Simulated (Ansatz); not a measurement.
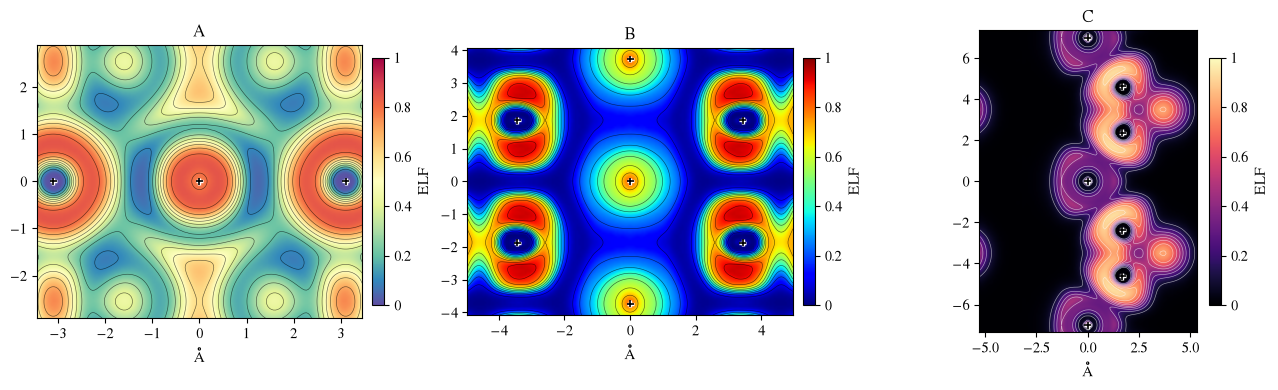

The electron localisation function of 3 systems, each on a plane through atoms (crosses mark nuclei in the plane).

All numbers below come from DFT PBE, scalar-relativistic, plane waves, PAW in Ansatz 0.2.0.

System 1: AuBr$_{6}$, the (010) plane of the conventional cell. Space group P6/mmm; a structure generated by program, which may or may not match a known phase; computed without spin polarisation.

```cif
data_structure
_symmetry_space_group_name_H-M 'P 1'
_symmetry_Int_Tables_number 1
_cell_length_a 9.2278
_cell_length_b 9.2278
_cell_length_c 3.7326
_cell_angle_alpha 90.000
_cell_angle_beta 90.000
_cell_angle_gamma 120.000
_cell_volume 275.26
loop_
_atom_site_label
_atom_site_type_symbol
_atom_site_fract_x
_atom_site_fract_y
_atom_site_fract_z
_atom_site_occupancy
Au1 Au 0.00000 0.00000 0.50000 1
Br1 Br 0.62684 0.00000 0.00000 1
Br2 Br 0.00000 0.62684 0.00000 1
Br3 Br 0.37316 0.37316 0.00000 1
Br4 Br 0.37316 0.00000 0.00000 1
Br5 Br 0.00000 0.37316 0.00000 1
Br6 Br 0.62684 0.62684 0.00000 1
```

System 2: Hf$_{7}$S, the (010) plane of the conventional cell. Space group P-6m2; a structure generated by program, which may or may not match a known phase.

```
CELL_PARAMETERS angstrom
6.20107 0.00000 0.00000
-3.10054 5.37029 0.00000
0.00000 0.00000 5.09490
ATOMIC_POSITIONS crystal
Hf 0.50107 0.00214 0.50000
Hf 0.99786 0.49893 0.50000
Hf 0.50107 0.49893 0.50000
Hf 0.16438 0.83562 0.00000
Hf 0.67125 0.83562 0.00000
Hf 0.16438 0.32875 0.00000
Hf 0.66667 0.33333 0.00000
S 0.00000 0.00000 0.50000
```

System 3: GaP$_{4}$, the (101) plane of the conventional cell. Space group F-43m; a structure generated by program, which may or may not match a known phase; computed without spin polarisation.

```cif
data_structure
_symmetry_space_group_name_H-M 'P 1'
_symmetry_Int_Tables_number 1
_cell_length_a 9.9025
_cell_length_b 9.9025
_cell_length_c 9.9025
_cell_angle_alpha 90.000
_cell_angle_beta 90.000
_cell_angle_gamma 90.000
_cell_volume 971.04
loop_
_atom_site_label
_atom_site_type_symbol
_atom_site_fract_x
_atom_site_fract_y
_atom_site_fract_z
_atom_site_occupancy
Ga1 Ga 0.00000 0.50000 0.00000 1
Ga2 Ga 0.50000 0.50000 0.50000 1
Ga3 Ga 0.50000 0.00000 0.00000 1
Ga4 Ga 0.00000 0.00000 0.50000 1
P1 P 0.83016 0.66984 0.16984 1
P2 P 0.33016 0.66984 0.66984 1
P3 P 0.33016 0.16984 0.16984 1
P4 P 0.83016 0.16984 0.66984 1
P5 P 0.66984 0.83016 0.16984 1
P6 P 0.16984 0.83016 0.66984 1
P7 P 0.16984 0.33016 0.16984 1
P8 P 0.66984 0.33016 0.66984 1
P9 P 0.66984 0.66984 0.33016 1
P10 P 0.16984 0.66984 0.83016 1
P11 P 0.16984 0.16984 0.33016 1
P12 P 0.66984 0.16984 0.83016 1
P13 P 0.83016 0.83016 0.33016 1
P14 P 0.33016 0.83016 0.83016 1
P15 P 0.33016 0.33016 0.33016 1
P16 P 0.83016 0.33016 0.83016 1
```

Question: Which map belongs to which system?

Answer: Panel A is system 2, Hf$_{7}$S: the plane holds Hf and S. Hf–S (3.10 Å): the ELF peaks at about 0.85 in the valence shell of S, 0.8 Å from its nucleus, and is about 0.15 at the midpoint: no localised pair shows between them. Panel B is system 1, AuBr$_{6}$: the plane holds Au and Br. Au–Au (3.73 Å): the ELF is about 0.15 at the midpoint; no shared electron pair shows on this line. Panel C is system 3, GaP$_{4}$: the plane holds Ga and P. P–P (2.25 Å): the ELF peaks at about 0.75 between the atoms.
